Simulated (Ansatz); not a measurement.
GaNH5: geometry relaxation (part 1 of 2)

The run: geometry relaxation of GaNH5, multiplicity 2. Method and program: UKS PBE0/def2-SVP (Ansatz 0.2.0).

The input holds or restrains some coordinates. Forces given for the steps count only the free coordinates. It belongs to a series of runs on one base structure; here: pulled along the bonds that form and break, towards end B.

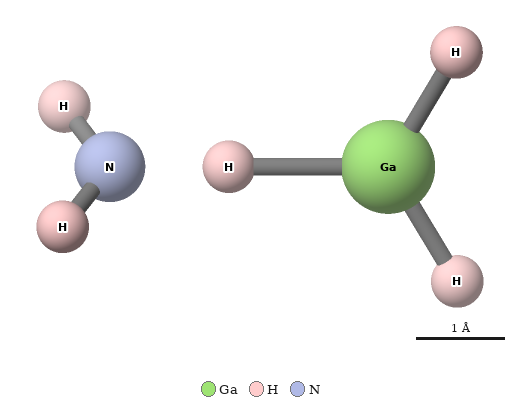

Fig. 1: The structure as given in the input (ball-and-stick view, seen at a tilt). Sticks mark near contacts. Bond lengths as drawn: Ga–H 1.57 to 1.82 Å and H–N 1.06 Å.

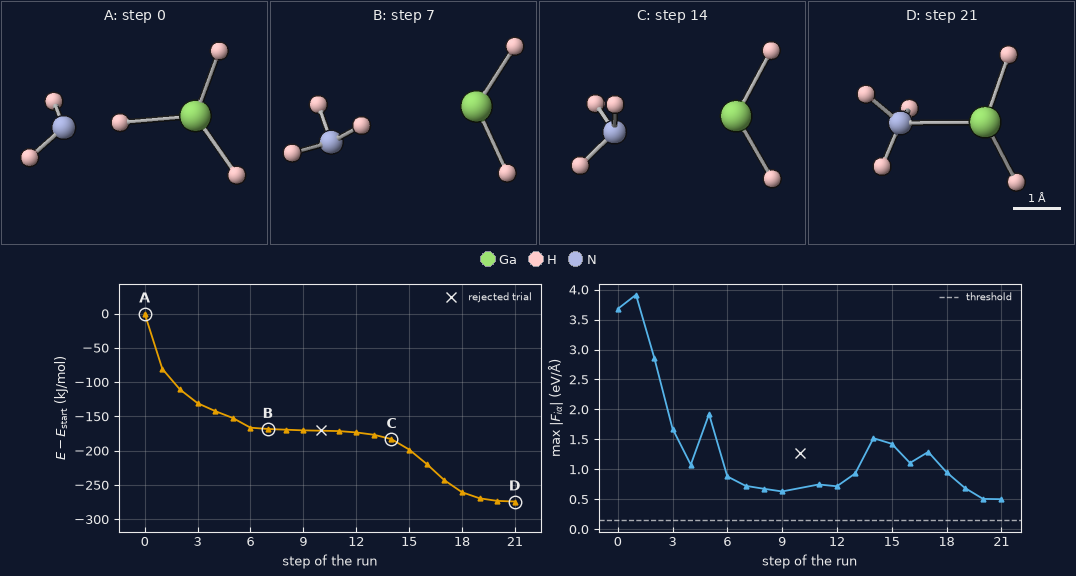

Fig. 2: Frames of the restrained relaxation (ball-and-stick view, seen at a tilt) above the curves, on which the letters mark them (the first geometry is step 0 here and step 1 in the log).

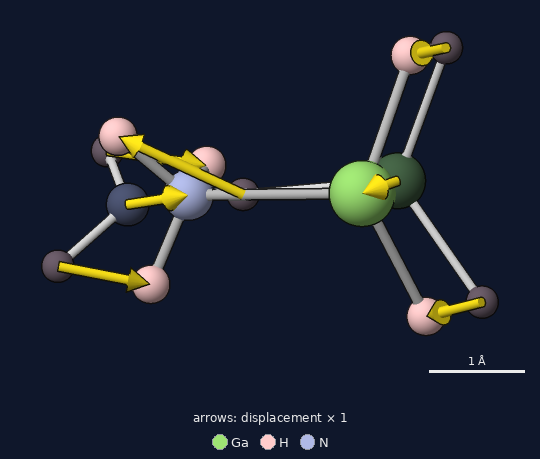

Fig. 3: Start (faint) and end (solid) with the displacements as yellow arrows, at true length (ball-and-stick view, seen at a tilt). The two geometries are laid on each other by the best rigid fit. After 21 geometry steps the energy has fallen by 274.0 kJ/mol. The largest force component goes from 3.7 to 0.5 eV/Å. The line search rejected the trial step at point 10 (counted from 0) and went back. H2 moves most after the best rigid fit: 1.47 Å. By element the largest moves are H 1.47 Å, N 0.78 Å, Ga 0.47 Å. Distances before and after: Ga1–N5 3.180 → 2.200 Å, Ga1–H2 1.820 → 2.770 Å, H2–N5 1.360 → 1.037 Å, N5–H6 1.060 → 1.020 Å. New bonds form: Ga1–N5 (3.18 → 2.20 Å), H2–N5 (1.36 → 1.04 Å). Among the angles that change: H6–N5–H7 120.0° → 107.6°. (Atoms are counted from 1 in the order of the input.)

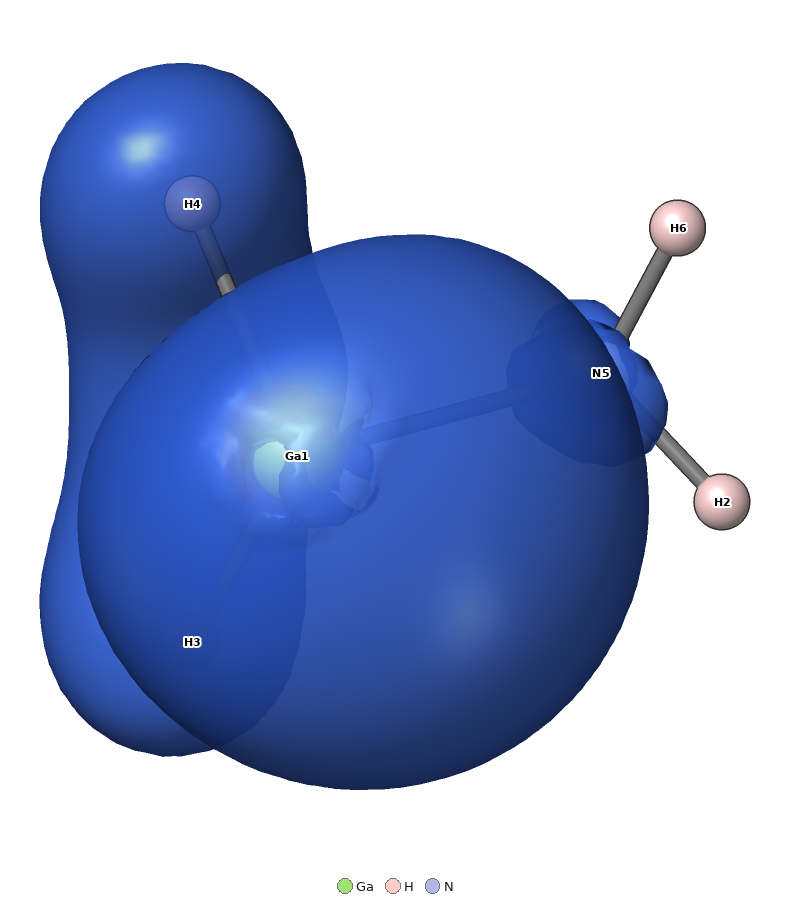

Fig. 4: Isosurfaces of the spin density (α minus β) at +0.01 (blue) and −0.01 e/Å³ (red), seen at a tilt. The unpaired spin (1 electron) lies mostly on Ga1 (about 0.8), H3 (about 0.1) and H4 (about 0.1), in electrons by Hirshfeld's partition.

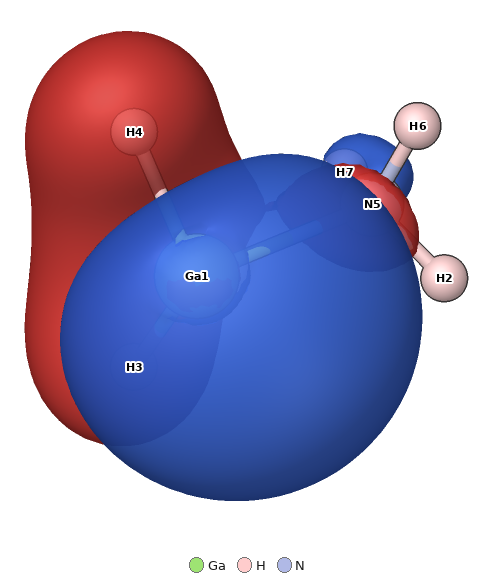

Fig. 5: One frontier orbital at ±0.08 Å⁻³ᐟ² (red and blue are the two phases), seen at a tilt. The HOMO (α), at −4.29 eV. It lies mainly on Ga1 (80 %), H3 (10 %) and H4 (10 %).

These pictures come from the run below.

## The input
```yaml
crystal:
  periodic: [false, false, false]
  atoms:
    - { symbol: Ga, position_ang: [0.0, 0.0, 0.0] }
    - { symbol: H, position_ang: [0.0, 0.0, 1.82] }
    - { symbol: H, position_ang: [1.3596, 0.0, -0.785] }
    - { symbol: H, position_ang: [-1.3596, 0.0, -0.785] }
    - { symbol: "N", position_ang: [0.0, 0.0, 3.18] }
    - { symbol: H, position_ang: [-0.496, -0.7725, 3.71] }
    - { symbol: H, position_ang: [0.496, 0.7725, 3.71] }
magnetization:
  spin_polarized: true
  initial_magnetization: 1
basis:
  gaussian: { orbitals: def2-SVP }
hamiltonian:
  xc: pbe0
relax:
  f_tol: 0.15
  max_steps: 25
  restrain:
    - { distance: [1, 4], at: 1.06, k: 30.0 }
    - { distance: [0, 1], at: 2.77, k: 30.0 }
output:
  orbitals: {}
```

Run as:
```bash
ansatz run input.yaml --threads 2 --pin off --max-ram 3072MiB --backend cpu --events-out ev --progress --plain --runs-dir out
```

## Log
```
The last accepted step is kept in [file] (removed where the run ends without a failure and the disk answers)
Engine: ansatz 0.2.0, aarch64-unknown-linux-gnu
Functional definition: PBE0
  parameter a = 0.25
  parameter kappa = 0.804
  parameter beta = 0.06672455060314922
  exchange = (1 - a)*pbe_x(kappa = kappa, mu = beta*pi^2/3) + a*exact_x
  correlation = pbe_c(beta = beta)
780 factors; integrals over basis functions are off by at most 4.0e-4 eV
mean field evaluation 1: about -53923.3519 eV, gradient 3.7e1 eV
mean field evaluation 2: about -53865.7608 eV, gradient 8.4e1 eV
mean field evaluation 4: about -53928.9794 eV, gradient 5.3e0 eV
mean field evaluation 8: about -53929.1227 eV, gradient 4.9e-1 eV
mean field evaluation 16: about -53929.1256 eV, gradient 2.0e-4 eV
mean field -53929.12558892 eV, -1981.8588109184 hartree, gradient 2.0e-5 eV, S^2 0.755660; 1 other end points of the search recorded, 0 dependent functions left out
the calculation of the forces begins
reference -53929.12562003 eV, -1981.8588120617 hartree; 22, 21 occupied and 49, 50 virtual orbitals, 780 factors
relax step   1: F+E_penalty+E_count = -53929.12558892 eV  Δ(F+E_penalty+E_count) = +0.000e0 eV  max|allowed force component| = 3.677e0 eV/Å  E_restraint = 14.88750000 eV  max|allowed force component, restraints' pulls added| = 4.118e1 eV/Å  Δτ_max = 0.0000 Å  (47 SCF iters, accepted)
  distance H 1 - N 4 = 1.3600 Å
  distance Ga 0 - H 1 = 1.8200 Å
these checks for a lower state are left out or cut short: starts, cluster_reference, orbital_swaps, neighbouring_geometries, increment
780 factors; integrals over basis functions are off by at most 8.4e-4 eV
mean field evaluation 32: about -53929.9616 eV, gradient 1.1e-2 eV
mean field -53929.96163787 eV, -1981.8895351508 hartree, gradient 2.6e-5 eV, S^2 0.752070; 0 other end points of the search recorded, 0 dependent functions left out
[... from here on the field's lines of each further geometry are left out, up to the last ...]
relax step   2: F+E_penalty+E_count = -53929.96163787 eV  Δ(F+E_penalty+E_count) = -8.360e-1 eV  max|allowed force component| = 3.914e0 eV/Å  E_restraint = 5.57223850 eV  max|allowed force component, restraints' pulls added| = 2.488e1 eV/Å  Δτ_max = 0.1949 Å  (33 SCF iters, accepted)
relax step   3: F+E_penalty+E_count = -53930.27247781 eV  Δ(F+E_penalty+E_count) = -3.108e-1 eV  max|allowed force component| = 2.863e0 eV/Å  E_restraint = 1.16443309 eV  max|allowed force component, restraints' pulls added| = 6.414e0 eV/Å  Δτ_max = 0.1949 Å  (32 SCF iters, accepted)
relax step   4: F+E_penalty+E_count = -53930.47956978 eV  Δ(F+E_penalty+E_count) = -2.071e-1 eV  max|allowed force component| = 1.681e0 eV/Å  E_restraint = 0.01926454 eV  max|allowed force component, restraints' pulls added| = 1.050e0 eV/Å  Δτ_max = 0.1948 Å  (32 SCF iters, accepted)
relax step   5: F+E_penalty+E_count = -53930.59917317 eV  Δ(F+E_penalty+E_count) = -1.196e-1 eV  max|allowed force component| = 1.078e0 eV/Å  E_restraint = 0.01384638 eV  max|allowed force component, restraints' pulls added| = 2.321e-1 eV/Å  Δτ_max = 0.2000 Å  (29 SCF iters, accepted)
relax step   6: F+E_penalty+E_count = -53930.70385240 eV  Δ(F+E_penalty+E_count) = -1.047e-1 eV  max|allowed force component| = 1.922e0 eV/Å  E_restraint = 0.00033266 eV  max|allowed force component, restraints' pulls added| = 1.818e0 eV/Å  Δτ_max = 0.1950 Å  (31 SCF iters, accepted)
relax step   7: F+E_penalty+E_count = -53930.84980336 eV  Δ(F+E_penalty+E_count) = -1.460e-1 eV  max|allowed force component| = 8.823e-1 eV/Å  E_restraint = 0.00400918 eV  max|allowed force component, restraints' pulls added| = 6.487e-1 eV/Å  Δτ_max = 0.2000 Å  (31 SCF iters, accepted)
relax step   8: F+E_penalty+E_count = -53930.86990731 eV  Δ(F+E_penalty+E_count) = -2.010e-2 eV  max|allowed force component| = 7.253e-1 eV/Å  E_restraint = 0.00448321 eV  max|allowed force component, restraints' pulls added| = 2.483e-1 eV/Å  Δτ_max = 0.1999 Å  (32 SCF iters, accepted)
relax step   9: F+E_penalty+E_count = -53930.88048770 eV  Δ(F+E_penalty+E_count) = -1.058e-2 eV  max|allowed force component| = 6.761e-1 eV/Å  E_restraint = 0.00581869 eV  max|allowed force component, restraints' pulls added| = 1.707e-1 eV/Å  Δτ_max = 0.0771 Å  (30 SCF iters, accepted)
relax step  10: F+E_penalty+E_count = -53930.89060387 eV  Δ(F+E_penalty+E_count) = -1.012e-2 eV  max|allowed force component| = 6.314e-1 eV/Å  E_restraint = 0.00732875 eV  max|allowed force component, restraints' pulls added| = 1.072e-1 eV/Å  Δτ_max = 0.0722 Å  (31 SCF iters, accepted)
relax step  11: F+E_penalty+E_count = -53930.87887161 eV  Δ(F+E_penalty+E_count) = +1.173e-2 eV  max|allowed force component| = 1.280e0 eV/Å  E_restraint = 0.00257924 eV  max|allowed force component, restraints' pulls added| = 1.042e0 eV/Å  Δτ_max = 0.1957 Å  (30 SCF iters, rejected (line search))
relax step  12: F+E_penalty+E_count = -53930.90134090 eV  Δ(F+E_penalty+E_count) = -1.074e-2 eV  max|allowed force component| = 7.477e-1 eV/Å  E_restraint = 0.00378013 eV  max|allowed force component, restraints' pulls added| = 3.257e-1 eV/Å  Δτ_max = 0.0974 Å  (32 SCF iters, accepted)
relax step  13: F+E_penalty+E_count = -53930.92167252 eV  Δ(F+E_penalty+E_count) = -2.033e-2 eV  max|allowed force component| = 7.180e-1 eV/Å  E_restraint = 0.00398749 eV  max|allowed force component, restraints' pulls added| = 3.388e-1 eV/Å  Δτ_max = 0.1000 Å  (30 SCF iters, accepted)
relax step  14: F+E_penalty+E_count = -53930.95677586 eV  Δ(F+E_penalty+E_count) = -3.510e-2 eV  max|allowed force component| = 9.315e-1 eV/Å  E_restraint = 0.00159140 eV  max|allowed force component, restraints' pulls added| = 8.291e-1 eV/Å  Δτ_max = 0.1496 Å  (30 SCF iters, accepted)
relax step  15: F+E_penalty+E_count = -53931.02301391 eV  Δ(F+E_penalty+E_count) = -6.624e-2 eV  max|allowed force component| = 1.520e0 eV/Å  E_restraint = 0.00271984 eV  max|allowed force component, restraints' pulls added| = 1.697e0 eV/Å  Δτ_max = 0.1950 Å  (29 SCF iters, accepted)
relax step  16: F+E_penalty+E_count = -53931.18032549 eV  Δ(F+E_penalty+E_count) = -1.573e-1 eV  max|allowed force component| = 1.427e0 eV/Å  E_restraint = 0.00001320 eV  max|allowed force component, restraints' pulls added| = 1.425e0 eV/Å  Δτ_max = 0.1949 Å  (30 SCF iters, accepted)
relax step  17: F+E_penalty+E_count = -53931.39860096 eV  Δ(F+E_penalty+E_count) = -2.183e-1 eV  max|allowed force component| = 1.107e0 eV/Å  E_restraint = 0.00009555 eV  max|allowed force component, restraints' pulls added| = 1.122e0 eV/Å  Δτ_max = 0.1958 Å  (30 SCF iters, accepted)
relax step  18: F+E_penalty+E_count = -53931.64322135 eV  Δ(F+E_penalty+E_count) = -2.446e-1 eV  max|allowed force component| = 1.291e0 eV/Å  E_restraint = 0.00058364 eV  max|allowed force component, restraints' pulls added| = 1.401e0 eV/Å  Δτ_max = 0.1960 Å  (30 SCF iters, accepted)
relax step  19: F+E_penalty+E_count = -53931.82519543 eV  Δ(F+E_penalty+E_count) = -1.820e-1 eV  max|allowed force component| = 9.525e-1 eV/Å  E_restraint = 0.00173731 eV  max|allowed force component, restraints' pulls added| = 8.809e-1 eV/Å  Δτ_max = 0.1933 Å  (30 SCF iters, accepted)
relax step  20: F+E_penalty+E_count = -53931.91714496 eV  Δ(F+E_penalty+E_count) = -9.195e-2 eV  max|allowed force component| = 6.913e-1 eV/Å  E_restraint = 0.00389631 eV  max|allowed force component, restraints' pulls added| = 4.577e-1 eV/Å  Δτ_max = 0.1995 Å  (30 SCF iters, accepted)
relax step  21: F+E_penalty+E_count = -53931.95643948 eV  Δ(F+E_penalty+E_count) = -3.929e-2 eV  max|allowed force component| = 5.072e-1 eV/Å  E_restraint = 0.00817851 eV  max|allowed force component, restraints' pulls added| = 2.932e-1 eV/Å  Δτ_max = 0.1005 Å  (30 SCF iters, accepted)
the calculation of the forces begins
reference -53931.96581823 eV, -1981.9631874206 hartree; 22, 21 occupied and 49, 50 virtual orbitals, 780 factors
relax step  22: F+E_penalty+E_count = -53931.96579103 eV  Δ(F+E_penalty+E_count) = -9.352e-3 eV  max|allowed force component| = 5.024e-1 eV/Å  E_restraint = 0.00800507 eV  max|allowed force component, restraints' pulls added| = 6.373e-2 eV/Å  Δτ_max = 0.0736 Å  (27 SCF iters, accepted)
  distance H 1 - N 4 = 1.0369 Å
  distance Ga 0 - H 1 = 2.7698 Å
780 factors; integrals over basis functions are off by at most 4.9e-4 eV
mean field evaluation 192: about -53931.9658 eV, gradient 3.1e-5 eV
mean field -53931.96579103 eV, -1981.9631864210 hartree, gradient 5.5e-5 eV, S^2 0.751313; 1 other end points of the search recorded, 0 dependent functions left out
the calculation of the forces begins
reference -53931.96581823 eV, -1981.9631874206 hartree; 22, 21 occupied and 49, 50 virtual orbitals, 780 factors
Total energy: -53931.96581823 eV, -1981.9631874206 hartree
Atom 0 at    -0.059462    -0.394824     0.226768 Å, force     0.005419    -0.018552     0.068152 eV/Å
Atom 1 at     0.790031    -0.693769     2.846125 Å, force    -0.502361     0.402637    -0.342280 eV/Å
Atom 2 at     1.275939     0.399219    -0.140676 Å, force    -0.016326     0.002536     0.007201 eV/Å
Atom 3 at    -1.479075     0.306898     0.019699 Å, force     0.024730     0.013378     0.008617 eV/Å
Atom 4 at     0.051051    -0.114854     2.405756 Å, force     0.489152    -0.405535     0.289445 eV/Å
Atom 5 at    -0.831968    -0.361162     2.854075 Å, force     0.015047     0.010084    -0.021903 eV/Å
Atom 6 at     0.253483     0.858492     2.638253 Å, force    -0.015661    -0.004547    -0.009231 eV/Å
Dipole moment:     0.060795     0.085169     1.104712 e Å
```
